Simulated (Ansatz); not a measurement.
ZrO2: pressure series

The parent structure is ZrO$_{2}$ (space group P4_2/nmc, No. 137; a = 3.621 Å, c = 5.283 Å).

Cell and atoms are relaxed at each pressure.

Level of theory: PBE (Ansatz, a quantum-chemistry and plane-wave program, PAW, no spin-orbit coupling).

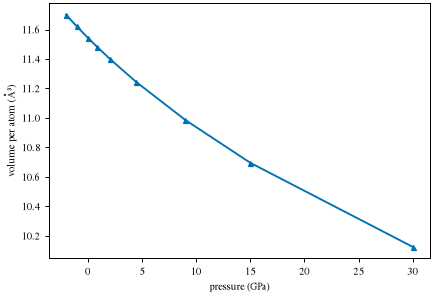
Fig. 1. Volume per atom against pressure

### Question
From the plot, what is the volume per atom for pressure 0.9 GPa?

### Answer
About 11.5 Å³.

### Question
Is the trend monotonic over the range shown?

### Answer
Yes, it falls throughout, spanning 10.12 Å³ to 11.70 Å³.

Load acts through the strain it causes; cell and atoms are relaxed under it. Whether these cells are dynamically stable was not tested. No other phases were tried under pressure. This is not the structure that ZrO2 has at room temperature and ambient pressure.
